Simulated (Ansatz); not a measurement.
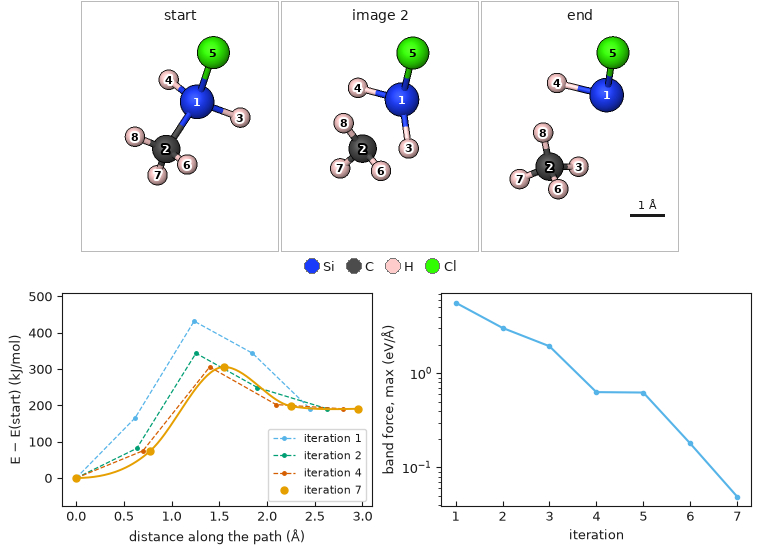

A nudged-elastic-band calculation for CH₅ClSi. Images are numbered from 0 (start) to 4 (end). The plot follows the band through its iterations. Style: ball-and-stick. Shown from a free direction.

The calculation used RKS PBE0-D4/def2-SVPD (Ansatz). Settings: 3 movable images; climbing image.

Question: Did the band converge, and can the barrier be trusted?

Answer: The run is converged, with reservations. The band converged in 7 iterations. The largest component of the band force went from 5.6 to 0.049 eV/Å. The climbing image converged on the top of the path. Its curvatures weren't checked. The largest force component is 0.35 eV/Å at the start and 0.42 eV/Å at the end; an end with forces this large is no minimum, and the barrier measured from it can be far off. The first iteration put the highest image at 432.0 kJ/mol. The energy climbs by 305.8 kJ/mol to image 2 and then falls by 115.0 kJ/mol, so the end point sits at +190.8 kJ/mol.

Cost: 120 s on 2 threads of Arm Neoverse V1, on a shared host.
